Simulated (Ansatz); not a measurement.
# CH₄FS radical: search for a transition state, part 2 of 2

Ansatz 0.2.0, Gaussian basis; PBE0-D4. Earlier steps stand in the parts before.

### 6 Vibrations at the point found

Contents of vib/in.yaml:

```yaml
crystal:
  periodic: [false, false, false]
  atoms:
    - {symbol: H, position_ang: [-0.581858, 0.343655, 0.029689]}
    - {symbol: C, position_ang: [0.402989, -0.831489, 0.365051]}
    - {symbol: F, position_ang: [1.533199, -0.557304, -0.287120]}
    - {symbol: S, position_ang: [-1.367745, 1.497603, -0.381371]}
    - {symbol: H, position_ang: [-0.138136, -1.677347, -0.050507]}
    - {symbol: H, position_ang: [0.491857, -0.722523, 1.442674]}
    - {symbol: H, position_ang: [-0.340305, 1.947404, -1.118516]}
basis:
  gaussian: {orbitals: def2-TZVP}
magnetization: {spin_polarized: true, initial_magnetization: 1}
hamiltonian: {xc: pbe0, dispersion: d4}
phonons: {temperatures: {t_min: 298.15, t_max: 900, t_step: 200}}
```

Started as:

```console
$ ansatz run in.yaml --threads 4 --pin off --events-out ev --progress --plain --max-ram 9574MiB
```

Output, shortened:

```text
Functional definition: PBE0
  name "PBE0"
  cite "Adamo & Barone, J. Chem. Phys. 110, 6158 (1999) doi:10.1063/1.478522"
  cite "Perdew, Burke & Ernzerhof, Phys. Rev. Lett. 77, 3865 (1996) doi:10.1103/PhysRevLett.77.3865"
  parent pbe
[...]
783 factors; their error is unknown
[...]
mean field -14646.41293605 eV, -538.2457477045 hartree, gradient 3.0e-5 eV, S^2 0.758631; 0 other end points of the search recorded, 0 dependent functions left out
[...]
reference -14646.41295929 eV, -538.2457485586 hartree; 18, 17 occupied and 105, 106 virtual orbitals, 783 factors
[... from here to the last solve, the lines of the solves are left out (41 solves) ...]
783 factors; their error is unknown
mean field -14646.41291426 eV, -538.2457469040 hartree, gradient 1.9e-6 eV, S^2 0.758629; 0 other end points of the search recorded, 0 dependent functions left out
[...]
reference -14646.41293751 eV, -538.2457477582 hartree; 18, 17 occupied and 105, 106 virtual orbitals, 783 factors
WARN: phonons: modes at or below zero, which the zero-point energy, F, S and C_V leave out: 1, the lowest at -615.77 cm⁻¹. A minimum has none, and a first-order saddle one
Total energy: -14646.48299183 eV, -538.2483222070 hartree
Atom 0 at    -0.581858     0.343655     0.029689 Å, force     0.001693    -0.001138    -0.001928 eV/Å
Atom 1 at     0.402989    -0.831489     0.365051 Å, force     0.000028    -0.002013     0.002819 eV/Å
Atom 2 at     1.533199    -0.557304    -0.287120 Å, force    -0.002216     0.002027    -0.000469 eV/Å
Atom 3 at    -1.367745     1.497603    -0.381371 Å, force    -0.000055    -0.000596     0.001288 eV/Å
Atom 4 at    -0.138136    -1.677347    -0.050507 Å, force    -0.000377     0.000399    -0.000711 eV/Å
Atom 5 at     0.491857    -0.722523     1.442674 Å, force     0.000128     0.000645    -0.000225 eV/Å
Atom 6 at    -0.340305     1.947404    -1.118516 Å, force     0.000799     0.000675    -0.000773 eV/Å
Dipole moment:     0.151659    -0.348961     0.157934 e Å
Vibrations: -615.77 41.31 99.77 311.16 503.20 712.75 784.07 1142.08 1196.45 1199.11 1308.32 1473.74 2725.96 3105.32 3241.68 cm⁻¹, zero-point energy 1.106244 eV
```

It took 17 s on 4 threads of AMD EPYC 9R45, shared host.

Wavenumbers and character of the modes:

| mode | wavenumber (cm⁻¹) | character |
| --- | --- | --- |
| 1 | 616i | changes H1–S4, H1–C2 |
| 2 | 41 | not assigned (largely outside the bonds, angles and torsions drawn) |
| 3 | 100 | not assigned (largely outside the bonds, angles and torsions drawn) |
| 4 | 311 | not assigned (largely outside the bonds, angles and torsions drawn) |
| 5 | 503 | not assigned (largely outside the bonds, angles and torsions drawn) |
| 6 | 713 | not assigned (largely outside the bonds, angles and torsions drawn) |
| 7 | 784 | not assigned (largely outside the bonds, angles and torsions drawn) |
| 8 | 1142 | bend with S–H stretch |
| 9 | 1196 | C–F stretch |
| 10 | 1199 | bend |
| 11 | 1308 | bend with S–H stretch |
| 12 | 1474 | bend |
| 13 | 2726 | S–H stretch |
| 14 | 3105 | C–H stretch |
| 15 | 3242 | C–H stretch |

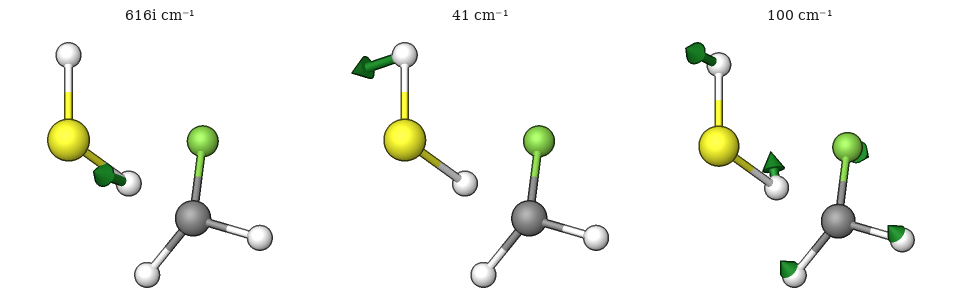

How the atoms move in 3 of the modes.

Vibrational sums (real modes only):

| T (K) | entropy (J/mol/K) | heat capacity (J/mol/K) |
| --- | --- | --- |
| 298 | 47.5 | 38.5 |
| 498 | 72.2 | 58.4 |
| 698 | 94.2 | 72.3 |
| 898 | 113.7 | 82.0 |

Modes under 50 cm⁻¹ weigh heavily in the entropy, and the harmonic picture is poor for them.

### 7 Relaxing after a step of 0.30 Å one way along the mode

Contents of downa/in.yaml:

```yaml
crystal:
  periodic: [false, false, false]
  atoms:
    - {symbol: H, position_ang: [-0.770309, 0.570652, -0.024706]}
    - {symbol: C, position_ang: [0.510435, -0.965316, 0.406322]}
    - {symbol: F, position_ang: [1.566608, -0.581808, -0.270774]}
    - {symbol: S, position_ang: [-1.366001, 1.505516, -0.374959]}
    - {symbol: H, position_ang: [-0.122319, -1.714858, -0.072375]}
    - {symbol: H, position_ang: [0.533326, -0.762113, 1.480835]}
    - {symbol: H, position_ang: [-0.351740, 1.947926, -1.144443]}
basis:
  gaussian: {orbitals: def2-TZVP}
magnetization: {spin_polarized: true, initial_magnetization: 1}
hamiltonian: {xc: pbe0, dispersion: d4}
relax: {f_tol: 0.005, max_steps: 200}
```

Started as:

```console
$ ansatz run in.yaml --threads 4 --pin off --events-out ev --progress --plain --max-ram 9574MiB
```

Output, shortened:

```text
[... 5 set-up lines as earlier in the session ...]
[...]
783 factors; their error is unknown
[...]
mean field -14645.78947860 eV, -538.2228360660 hartree, gradient 2.0e-5 eV, S^2 0.754640; 0 other end points of the search recorded, 0 dependent functions left out
[...]
reference -14645.78950275 eV, -538.2228369535 hartree; 18, 17 occupied and 105, 106 virtual orbitals, 783 factors
relax step   1: F+E_penalty+E_count = -14645.85728082 eV  Δ(F+E_penalty+E_count) = +0.000e0 eV  max|allowed force component| = 6.692e0 eV/Å  Δτ_max = 0.0000 Å  (30 SCF iters, accepted)
[...]
reference -14646.52704550 eV, -538.2499411497 hartree; 18, 17 occupied and 105, 106 virtual orbitals, 783 factors
Total energy: -14646.58682303 eV, -538.2521379334 hartree
Atom 0 at    -1.144879     0.708322     0.042927 Å, force    -0.001587     0.004115    -0.002041 eV/Å
Atom 1 at     0.562553    -1.094939     0.466262 Å, force    -0.000745    -0.000388     0.000729 eV/Å
Atom 2 at     1.425038    -0.450833    -0.315247 Å, force     0.000522     0.000367    -0.000804 eV/Å
Atom 3 at    -1.442606     1.860347    -0.585724 Å, force     0.003661    -0.004463     0.001416 eV/Å
Atom 4 at     0.082899    -1.950443     0.008667 Å, force     0.000350     0.000087     0.000138 eV/Å
Atom 5 at     0.741617    -0.988494     1.528306 Å, force    -0.000138    -0.000213    -0.000015 eV/Å
Atom 6 at    -0.224623     1.916038    -1.145291 Å, force    -0.002063     0.000495     0.000577 eV/Å
Dipole moment:     0.125647    -0.367032     0.182675 e Å
```

It took 8.5 s on 4 threads of AMD EPYC 9R45, shared host.

Step by step:

| step | energy from step 1 (eV) | largest force component (eV/Å) |
| --- | --- | --- |
| 1 | 0.0000 | 6.6924 |
| 2 | -0.6021 | 2.3306 |
| 3 | -0.7125 | 0.5846 |
| 4 | -0.7231 | 0.3032 |
| 5 | -0.7266 | 0.2284 |
| 6 | -0.7268 | 0.2502 |
| 7 | -0.7271 | 0.1772 |
| 8 | -0.7293 | 0.0118 |
| 9 | -0.7294 | 0.0068 |
| 10 | -0.7295 | 0.0078 |
| 11 | -0.7295 | 0.0118 |
| 12 | -0.7295 | 0.0049 |
| 13 | -0.7295 | 0.0045 |

Close pairs (by a distance rule), those that changed most:

| bond | before (Å) | after (Å) | change (Å) |
| --- | --- | --- | --- |
| H1–S4 | 1.163 | 1.346 | +0.183 |
| C2–F3 | 1.312 | 1.330 | +0.018 |
| C2–H6 | 1.094 | 1.082 | -0.012 |
| C2–H5 | 1.091 | 1.082 | -0.009 |
| S4–H7 | 1.348 | 1.342 | -0.006 |

### 8 Relaxing after a step of 0.30 Å the other way along the mode

Contents of downb/in.yaml:

```yaml
crystal:
  periodic: [false, false, false]
  atoms:
    - {symbol: H, position_ang: [-0.393407, 0.116659, 0.084083]}
    - {symbol: C, position_ang: [0.295543, -0.697662, 0.323780]}
    - {symbol: F, position_ang: [1.499789, -0.532800, -0.303466]}
    - {symbol: S, position_ang: [-1.369490, 1.489690, -0.387782]}
    - {symbol: H, position_ang: [-0.153953, -1.639836, -0.028639]}
    - {symbol: H, position_ang: [0.450387, -0.682934, 1.404514]}
    - {symbol: H, position_ang: [-0.328871, 1.946883, -1.092589]}
basis:
  gaussian: {orbitals: def2-TZVP}
magnetization: {spin_polarized: true, initial_magnetization: 1}
hamiltonian: {xc: pbe0, dispersion: d4}
relax: {f_tol: 0.005, max_steps: 200}
```

Started as:

```console
$ ansatz run in.yaml --threads 4 --pin off --events-out ev --progress --plain --max-ram 9574MiB
```

Output, shortened:

```text
[... 5 set-up lines as earlier in the session ...]
[...]
783 factors; their error is unknown
[...]
mean field -14646.67200977 eV, -538.2552684881 hartree, gradient 3.2e-5 eV, S^2 0.755952; 2 other end points of the search recorded, 0 dependent functions left out
[...]
reference -14646.67203283 eV, -538.2552693356 hartree; 18, 17 occupied and 105, 106 virtual orbitals, 783 factors
relax step   1: F+E_penalty+E_count = -14646.73975565 eV  Δ(F+E_penalty+E_count) = +0.000e0 eV  max|allowed force component| = 1.796e0 eV/Å  Δτ_max = 0.0000 Å  (56 SCF iters, accepted)
[...]
reference -14647.05600329 eV, -538.2693799896 hartree; 18, 17 occupied and 105, 106 virtual orbitals, 783 factors
Total energy: -14647.11162334 eV, -538.2714239889 hartree
Atom 0 at    -0.692232    -0.418550     0.551803 Å, force    -0.002619     0.002037    -0.000154 eV/Å
Atom 1 at     0.299147    -0.857174     0.423476 Å, force     0.003818    -0.003901     0.001000 eV/Å
Atom 2 at     1.041939    -0.040541    -0.410279 Å, force    -0.000601     0.001268    -0.000486 eV/Å
Atom 3 at    -1.424282     2.375390    -0.924759 Å, force    -0.001674     0.000642     0.000236 eV/Å
Atom 4 at     0.218924    -1.844732    -0.034375 Å, force    -0.000197     0.000901     0.000485 eV/Å
Atom 5 at     0.807670    -0.929568     1.386550 Å, force    -0.000713     0.000038    -0.000877 eV/Å
Atom 6 at    -0.251168     1.715174    -0.992515 Å, force     0.001987    -0.000986    -0.000204 eV/Å
Dipole moment:    -0.008296    -0.348373     0.226575 e Å
```

It took 27 s on 4 threads of AMD EPYC 9R45, shared host.

Relaxation path: (the energy doesn't fall at every step)

| step | energy from step 1 (eV) | largest force component (eV/Å) |
| --- | --- | --- |
| 1 | 0.0000 | 1.7963 |
| 2 | -0.1628 | 0.4570 |
| 3 | -0.2334 | 0.5322 |
| 4 | -0.2790 | 0.4079 |
| 5 | -0.2967 | 0.2313 |
| 6 | -0.3194 | 0.3726 |
| 7 | -0.3356 | 0.1106 |
| 8 | -0.3385 | 0.1238 |
| 9 | -0.3402 | 0.6471 |
| 10 | -0.3612 | 0.2646 |
| 11 | -0.3483 | 0.8539 |
| 12 | -0.3691 | 0.1879 |
| 13 | -0.3711 | 0.1226 |
| 14 | -0.3718 | 0.0137 |
| 15 | -0.3718 | 0.0039 |

Close pairs (by a distance rule), those that changed most:

| bond | before (Å) | after (Å) | change (Å) |
| --- | --- | --- | --- |
| C2–F3 | 1.368 | 1.383 | +0.016 |
| S4–H7 | 1.337 | 1.348 | +0.010 |
| C2–H5 | 1.102 | 1.091 | -0.010 |
| H1–C2 | 1.093 | 1.092 | -0.002 |
| C2–H6 | 1.092 | 1.091 | -0.000 |

### 9 The three structures

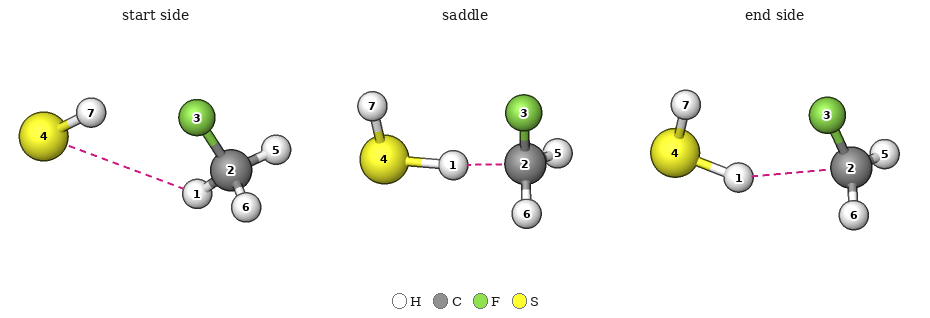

The minimum on the start side, the saddle and the minimum on the end side; broken lines join the pairs that change, where they aren't drawn as bonds.

| pair | start side (Å) | saddle (Å) | end side (Å) |
| --- | --- | --- | --- |
| H1–S4 | 3.244 | 1.455 | 1.346 |
| H1–C2 | 1.092 | 1.570 | 2.519 |

### 10 Outcome

The summary covers parts 1 to 2.

```
                       quantity                       value
                 imaginary mode                   616i cm⁻¹
    barrier from the start side                 60.7 kJ/mol
      barrier from the end side                 10.0 kJ/mol
             energy of the step                +50.6 kJ/mol
              pairs that change  H1–S4 formed, H1–C2 broken
zero-point energy at the saddle                    1.106 eV
```

In words: The point has a single imaginary mode (616i cm⁻¹), as a transition state must. Going downhill both ways gives the intended start and end. At PBE0-D4/def2-TZVP the electronic barrier is 60.7 kJ/mol, about 24 kT at 298 K, and the step runs 50.6 kJ/mol uphill. A step off the saddle overshot and began above it in energy, so the link to its end is likely but not proven. Lower complexes than these ends may exist.
